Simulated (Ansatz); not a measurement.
Hypothetical P6_3/mmc HgI2: pressure series

Start from HgI$_{2}$ in the 2H-MoS2 type structure (space group P6_3/mmc, No. 194; a = 4.166 Å, c = 14.183 Å; a hypothetical phase, not in the database extracts checked).

Cell and atoms are relaxed at each pressure.

Levels (all Ansatz, a first-principles code, PAW, earlier PAW set): PBE-D3(BJ) (420 eV, no spin-orbit coupling); r2SCAN+rVV10 (500 eV, spin-orbit coupling left out).

The base cell above is that of PBE-D3(BJ); each level relaxes its own structures.

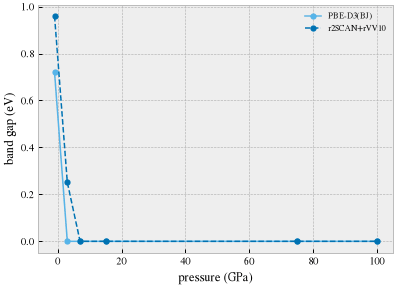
Band gap under two levels

### Question
How do the two levels compare along the series?

### Answer
The two levels differ by at most about 0.25 eV. Near ties aside, they put the cases in the same order.

A case with no gap was solved on a k-mesh chosen for an insulator, which is coarse for it. From pressure 75 GPa on, the axis ratios lie over 15 % from the base's, so the cell there is far from its starting form. With Hg and I present, leaving out spin-orbit coupling can change the band edges. Load acts through the strain it causes; cell and atoms are relaxed under it. Whether these cells are dynamically stable was not tested. No other phases were tried under pressure. All final runs are without spin polarisation. A zero or small gap of HgI2 under pressure 3 GPa, HgI2 under pressure 7 GPa and HgI2 under pressure 15 GPa can be the functional's error rather than a property of the material.
